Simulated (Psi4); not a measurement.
**BCl3 (boron trichloride): a chain of runs**

Wanted: a geometry optimisation (HF/def2-SVP), then the harmonic vibrations, then a single-point energy (MP2/def2-TZVPP) of BCl3 (boron trichloride). 

The results are computed with Psi4 1.11.

### 1 Starting point

BCl3: 4 atoms, total charge 0, spin state singlet. SMILES: `ClB(Cl)Cl`. Geometry: a rough force-field guess. The run starts from this shape.

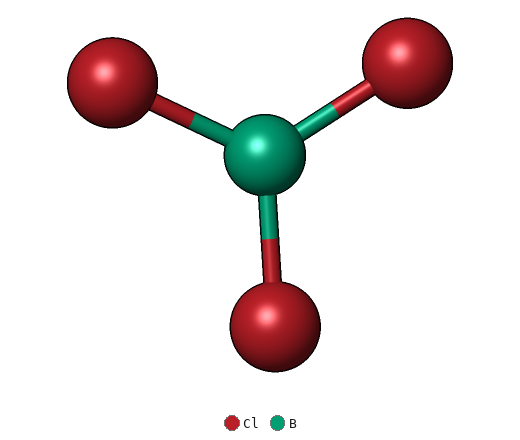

The structure, seen from a chosen angle (chlorine red, boron teal).

### 2 A structure relaxation at HF/def2-SVP (density fitting) (run 1)

The input, job.in:

```
memory 1600 mb

molecule geom {
  Cl
  B 1 R2
  Cl 2 R3 1 A3
  Cl 2 R4 3 A4 1 D4

  R2 = 1.835288
  R3 = 1.82548
  A3 = 118.51418
  R4 = 1.821464
  A4 = 118.65307
  D4 = 177.22471
  units angstrom
}

set geom_maxiter 60

optimize('hf/def2-SVP')
print_variables()
```

On the command line:

```
psi4 job.in job.out -n 1
```

job.out:

```text
[...]
  Running in c1 symmetry.
[...]
  Nuclear repulsion =  218.846000515190497
[...]
  Multiplicity = 1
[...]
  Nalpha       = 28
  Nbeta        = 28
[...]
    Number of basis functions: 68
[...]
   @DF-RHF iter   1: -1402.80073798912235   -4.13715e-01   3.91768e-03 DIIS/ADIIS
[...]
   @DF-RHF iter   8: -1402.85836894158274   -1.04592e-11   7.85388e-09 DIIS
[...]
    Orbital Energies [Eh]
    ---------------------
    Doubly Occupied:
       1A   -104.818542     2A   -104.818494     3A   -104.818326
       4A    -10.582842     5A    -10.582808     6A    -10.582620
       7A     -8.057438     8A     -8.057402     9A     -8.057213
      10A     -8.054995    11A     -8.054964    12A     -8.054776
      13A     -8.054555    14A     -8.054524    15A     -8.054337
      16A     -7.777614    17A     -1.174693    18A     -1.115258
      19A     -1.115017    20A     -0.697764    21A     -0.609435
      22A     -0.609314    23A     -0.552091    24A     -0.489679
      25A     -0.489639    26A     -0.480289    27A     -0.480148
      28A     -0.453950
[...]
  @DF-RHF Final Energy: -1402.85836894158274
   => Energetics <=
    Nuclear Repulsion Energy =            228.7145822496296717
    One-Electron Energy =               -2393.6484508369294417
    Two-Electron Energy =                 762.0754996457170591
    Total Energy =                      -1402.8583689415827394
[...]
 Multipole Moments:
 ------------------------------------------------------------------------------------
     Multipole            Electronic (a.u.)      Nuclear  (a.u.)        Total (a.u.)
 ------------------------------------------------------------------------------------
 L = 1.  Multiply by 2.5417464519 to convert [e a0] to [Debye]
 Dipole X            :          0.0007862           -0.0003198            0.0004664
 Dipole Y            :          0.0027888           -0.0004079            0.0023809
 Dipole Z            :         -0.0011737            0.0001312           -0.0010425
 Magnitude           :                                                    0.0026407
[...]
  -Total Gradient:
     Atom            X                  Y                   Z
    ------   -----------------  -----------------  -----------------
       1       -0.000028922599    -0.000053708355     0.000241132047
       2        0.000086554600     0.000416475695    -0.000193747268
       3       -0.000028920822    -0.000140303208     0.000050081291
       4       -0.000028711179    -0.000222464110    -0.000097466070
[...]
    Final optimized geometry and variables:
    Molecular point group: c1
    Full point group: C1
    Geometry (in Angstrom), charge = 0, multiplicity = 1:
    CL
    B             1          R2
    CL            2          R3      1          A3
    CL            2          R4      3          A4      1          D4
    A3        =  119.9656043550
    A4        =  119.9922052361
    D4        =  179.9397052751
    R2        =    1.7478469182
    R3        =    1.7487944721
    R4        =    1.7477980080
[...]
```

The script printed:

```text
Optimizer: Optimization complete!
```

Wall time 12 s (1 thread of AMD EPYC 7R43 (Zen 3), shared host); peak memory 0.24 GiB.

The path in brief:

| step | energy from the first frame kept (eV) | largest force (eV/Å) |
| --- | --- | --- |
| 0 | 0.0000 | 2.2061 |
| 1 | -0.2675 | 0.2219 |
| 2 | -0.0876 | 1.6274 |
| 3 | -0.2102 | 1.0063 |
| 4 | -0.2691 | 0.1250 |
| 5 | -0.2699 | 0.0240 |

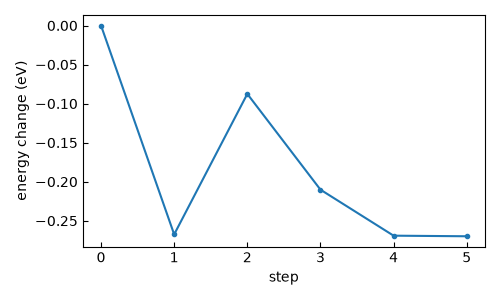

Energy along the run.

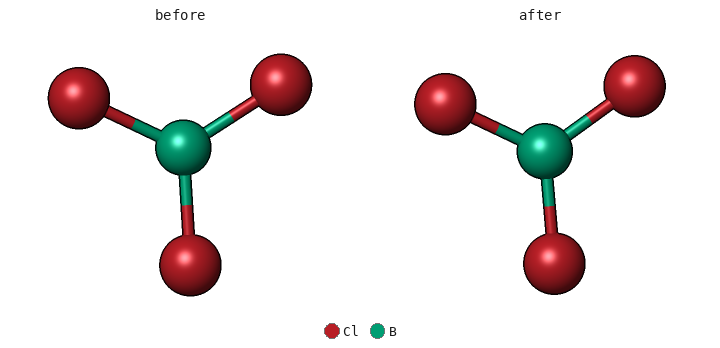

Before and after, at one scale.

After the run. Bond lengths: Cl1–B2 1.748 Å, B2–Cl3 1.749 Å, B2–Cl4 1.748 Å. Angles: Cl1–B2–Cl3 120.0°, Cl1–B2–Cl4 120.0°, Cl3–B2–Cl4 120.0°.

### 3 Vibrational wavenumbers at HF/def2-SVP (density fitting) (run 2)

The input, input.in:

```
memory 1600 mb

molecule {
  Cl    -0.196639     0.484176     1.655685
  B      0.018688    -0.015810    -0.005223
  Cl     0.980640    -1.428848    -0.374351
  Cl    -0.725408     0.896407    -1.297112
  symmetry c1
}

set {
  basis def2-SVP
  t 298.15
  rotational_symmetry_number 6
}

e, wfn = frequency("scf", return_wfn=True)
print_variables()
```

On the command line:

```
psi4 input.in input.out -n 1
```

input.out (excerpt; [...] marks lines left out):

```text
[...]
  Running in c1 symmetry.
[...]
  Nuclear repulsion =  228.714611109208533
[...]
  Multiplicity = 1
[...]
  Nalpha       = 28
  Nbeta        = 28
[...]
    Number of basis functions: 68
[...]
   @DF-RHF iter   1: -1402.82421228970702   -1.58645e-01   3.37848e-03 DIIS/ADIIS
[...]
  -Total Gradient:
     Atom            X                  Y                   Z
    ------   -----------------  -----------------  -----------------
       1        0.000083683123    -0.000093754611    -0.000214965412
       2       -0.000329702515     0.000325933725     0.000063192317
       3        0.000108982409    -0.000105565502    -0.000006816402
       4        0.000137036981    -0.000126613609     0.000158589494
[...]
   @DF-RHF iter  10: -1402.85836894070667   -1.13687e-12   2.48501e-09 DIIS
[...]
    Orbital Energies [Eh]
    ---------------------
    Doubly Occupied:
       1A   -104.818542     2A   -104.818494     3A   -104.818325
       4A    -10.582842     5A    -10.582808     6A    -10.582619
[...]
  @DF-RHF Final Energy: -1402.85836894070667
   => Energetics <=
    Nuclear Repulsion Energy =            228.7146111092085334
    One-Electron Energy =               -2393.6485082719405000
    Two-Electron Energy =                 762.0755282220254685
    Total Energy =                      -1402.8583689407066686
[...]
 Multipole Moments:
 ------------------------------------------------------------------------------------
     Multipole            Electronic (a.u.)      Nuclear  (a.u.)        Total (a.u.)
 ------------------------------------------------------------------------------------
[...]
  ==> Harmonic Vibrational Analysis <==
[...]
  Freq [cm^-1]                 269.9327            270.0811            478.5618
[...]
  IR activ [km/mol]             1.3515              1.3578             21.2191
[...]
  Freq [cm^-1]                 492.9295           1014.5886           1016.6546
[...]
  IR activ [km/mol]             0.0025             426.1651            426.6079
[...]
  Total E_0, Enthalpy at 0 [K]                                                        -1402.85029797 [Eh]
[...]
  Total H, Enthalpy at  298.15 [K]                                                    -1402.84506401 [Eh]
[...]
  Total G, Gibbs energy at  298.15 [K]                                                -1402.87774124 [Eh]
[...]
```

Standard output:

```text
Warning: used thermodynamics relations inappropriate for low-frequency modes: ['269.9327' '270.0811' '478.5618' '492.9295']
```

Run time: 42 s. Hardware: 1 thread of AMD EPYC 7R43 (Zen 3), shared host; peak memory 0.32 GiB.

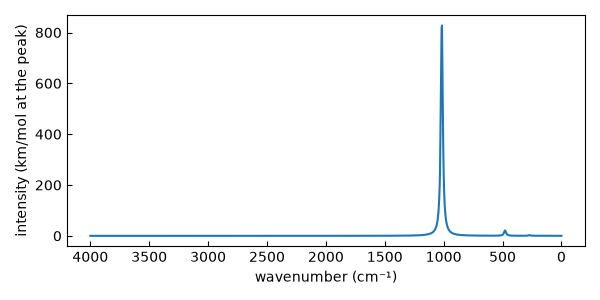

Harmonic infrared spectrum, unscaled, lines broadened by 10 cm⁻¹.

### 4 A single-point energy at MP2/def2-TZVPP (density fitting, density fitting for correlation) (run 3)

The input, input.inp:

```
memory 1600 MB

molecule geom {
  0 1
  Cl
  B 1 1.747846
  Cl 2 1.748795 1 119.96556
  Cl 2 1.747797 1 120.0422 3 -179.93965
}

set {
  basis           def2-TZVPP
  reference       rhf
  num_frozen_docc 16
}

energy("mp2")
```

On the command line:

```
psi4 input.inp input.out -n 1
```

input.out:

```text
[...]
  Running in c1 symmetry.
[...]
  Nuclear repulsion =  228.714643271995669
[...]
  Multiplicity = 1
[...]
  Nalpha       = 28
  Nbeta        = 28
[...]
    Number of basis functions: 157
[...]
   @DF-RHF iter   1: -1403.31755396692165   -2.05440e-01   1.92510e-03 ADIIS/DIIS
[...]
   @DF-RHF iter  10: -1403.35243630725267   -8.41283e-12   4.03921e-09 DIIS
[...]
    Orbital Energies [Eh]
    ---------------------
    Doubly Occupied:
       1A   -104.857797     2A   -104.857769     3A   -104.857617
       4A    -10.587639     5A    -10.587610     6A    -10.587442
       7A     -8.054353     8A     -8.054324     9A     -8.054154
      10A     -8.053257    11A     -8.053229    12A     -8.053062
      13A     -8.053061    14A     -8.053034    15A     -8.052866
      16A     -7.773395    17A     -1.178383    18A     -1.118802
      19A     -1.118575    20A     -0.705369    21A     -0.610167
      22A     -0.610053    23A     -0.554397    24A     -0.492623
      25A     -0.492575    26A     -0.483493    27A     -0.483363
      28A     -0.458205
[...]
  @DF-RHF Final Energy: -1403.35243630725267
   => Energetics <=
    Nuclear Repulsion Energy =            228.7146432719956692
    One-Electron Energy =               -2394.3409325330358115
    Two-Electron Energy =                 762.2738529537874683
    Total Energy =                      -1403.3524363072529013
[...]
 Multipole Moments:
 ------------------------------------------------------------------------------------
     Multipole            Electronic (a.u.)      Nuclear  (a.u.)        Total (a.u.)
 ------------------------------------------------------------------------------------
 L = 1.  Multiply by 2.5417464519 to convert [e a0] to [Debye]
 Dipole X            :          0.0006810           -0.0003199            0.0003611
 Dipole Y            :          0.0027095           -0.0004084            0.0023011
 Dipole Z            :         -0.0011521            0.0001313           -0.0010208
 Magnitude           :                                                    0.0025431
[...]
```

Wall time 5.7 s (1 thread of AMD EPYC 7R43 (Zen 3), shared host); peak memory 0.29 GiB.

### 5 Outcome

| quantity | value |
| --- | --- |
| run 1, HF/def2-SVP: total energy at the end | -1402.85837 Eh |
| run 1, HF/def2-SVP: dipole moment | 0.01 D |
| run 1, HF/def2-SVP: HOMO energy | -12.35 eV |
| run 1, HF/def2-SVP: LUMO energy | 2.43 eV |
| run 1, HF/def2-SVP: HOMO–LUMO gap | 14.78 eV |
| run 2, HF/def2-SVP: lowest harmonic wavenumber | 270 cm⁻¹ |
| run 2, HF/def2-SVP: highest harmonic wavenumber | 1017 cm⁻¹ |
| run 2, HF/def2-SVP: zero-point energy | 21.2 kJ/mol |
| run 2, HF/def2-SVP: ideal-gas entropy at 298.15 K (symmetry number 6 as used) | 68.8 cal/(mol K) |
| run 3, MP2/def2-TZVPP: total energy | -1404.01327 Eh |
| run 3, MP2/def2-TZVPP: HOMO energy (Hartree–Fock orbitals) | -12.47 eV |
| run 3, MP2/def2-TZVPP: LUMO energy (Hartree–Fock orbitals) | 2.12 eV |
| run 3, MP2/def2-TZVPP: HOMO–LUMO gap (Hartree–Fock orbitals) | 14.59 eV |
| run 3, MP2/def2-TZVPP: correlation energy (16 core orbitals frozen) | -660.8 mEh |

The optimisation (run 1, HF/def2-SVP) took 6 steps and changed the energy by -0.270 eV. All 6 modes (run 2, HF/def2-SVP) are real, so the shape is a minimum at this level.
